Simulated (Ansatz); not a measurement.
Cl2H3NSi

Input file:

```
crystal:
  periodic: [false, false, false]
  atoms:
    - {symbol: Si, position_ang: [-0.356188, -0.482386, 0.013962]}
    - {symbol: Cl, position_ang: [0.872734, -2.068292, -0.433304]}
    - {symbol: Cl, position_ang: [-1.638635, -0.259406, -1.557719]}
    - {symbol: H, position_ang: [-1.084758, -0.856456, 1.237026]}
    - {symbol: N, position_ang: [0.434686, 0.996318, 0.237167]}
    - {symbol: H, position_ang: [1.001150, 1.148231, 1.056712]}
    - {symbol: H, position_ang: [0.771010, 1.521893, -0.553845]}
basis:
  gaussian: {orbitals: def2-TZVPP}
hamiltonian: {xc: pbe0, dispersion: d4}
output: {orbitals: {seedname: orbitals}}
```

Command:

```sh
ansatz run in.yaml --threads 4 --pin off --events-out ev --progress --plain --max-ram 9574MiB
```

The product side of a reaction path; geometry: PBE0-D4/def2-TZVP.

The calculation used Ansatz 0.2.0, RKS PBE0-D4/def2-TZVPP.

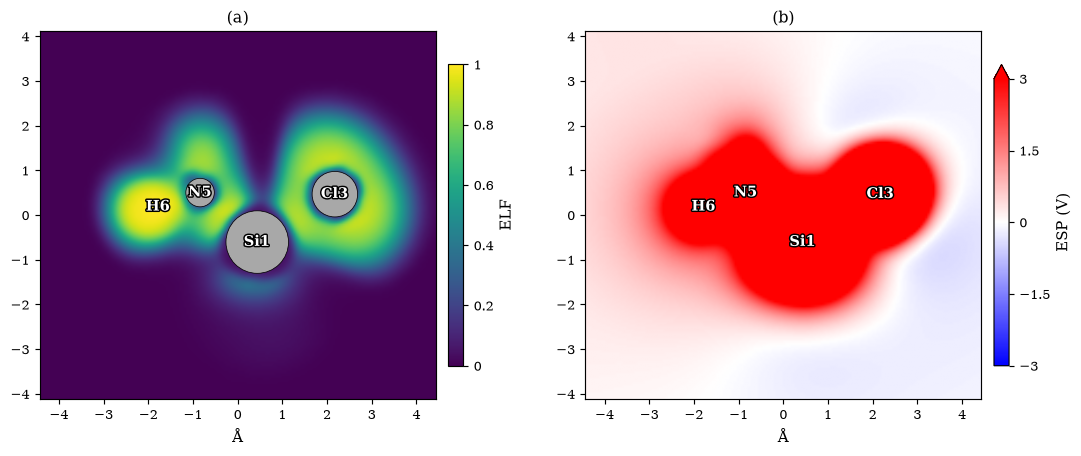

Figure 1. (a) electron localisation function; (b) molecular electrostatic potential on the plane of atoms Cl3, Si1 and N5. Grey discs cover the atomic cores in the ELF map.

Q: Describe what can be read from this map.

A: Atoms in the plane: Si, Cl, N and H. Si–N (1.69 Å): the ELF peaks at about 0.90 between the atoms; a polar covalent bond. Si–Cl (2.04 Å): the ELF peaks at about 0.90 between the atoms; a shared but strongly polarised pair. N–H (1.01 Å): the ELF climbs to about 1 towards the hydrogen, as it does in any bond to H (a covalent bond by its length). The ELF also peaks beside Cl3, away from the bonds: lone-pair regions. Outside the dense part of the molecule the potential is most negative (−0.4 V) near Cl3.

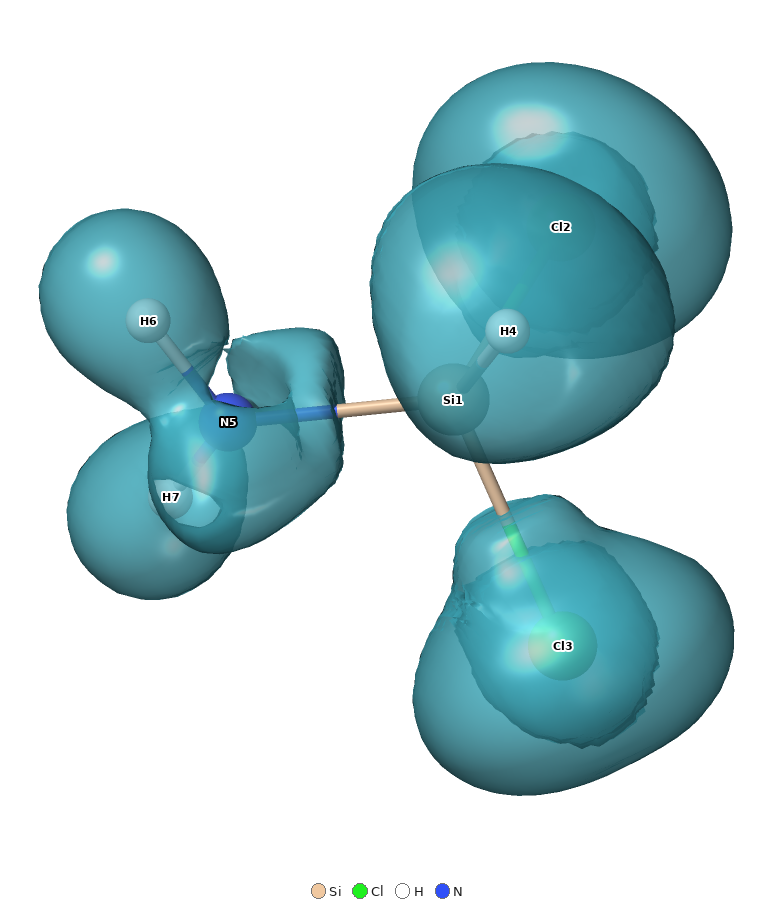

Figure 2. Isosurface of the ELF at 0.8 (cyan), seen across its widest extent. Only the valence region is drawn (cores and ρ < 0.01 e/Å³ removed).

Q: Where are the electrons localised?

A: The ELF exceeds this value in one region around a hydrogen nucleus, two regions on Cl in which the atom's valence shell and bonds are merged and one joined region spread over several atoms (H, N), in which their bonds and any lone pairs are merged.

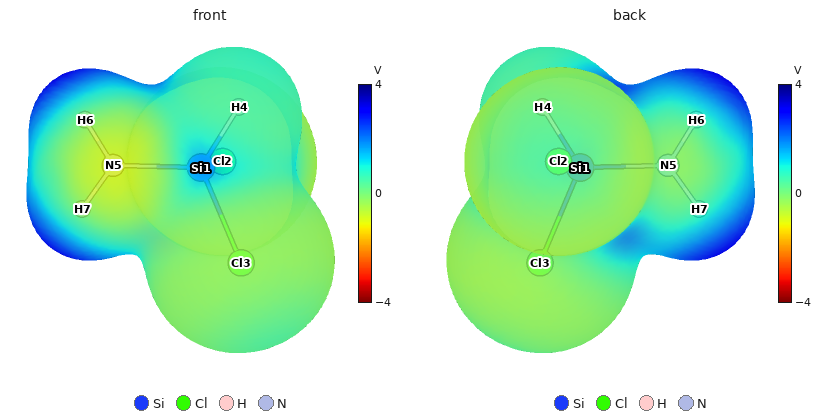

Figure 3. The molecular electrostatic potential painted on the density surface at 0.004 e/bohr³, seen from the front and from behind; the colour scale runs from red (negative) to blue (positive).

Q: Where is the surface potential most negative and most positive?

A: The most negative region (about −0.9 V) lies over N5, the most positive (about +3.0 V) over H6 and H7. Cl2 shows a σ-hole: about +0.3 V at the tip opposite its bond, against about −0.3 V on its flanks. Cl3 shows a σ-hole: about +0.4 V at the tip opposite its bond, against about −0.3 V on its flanks.
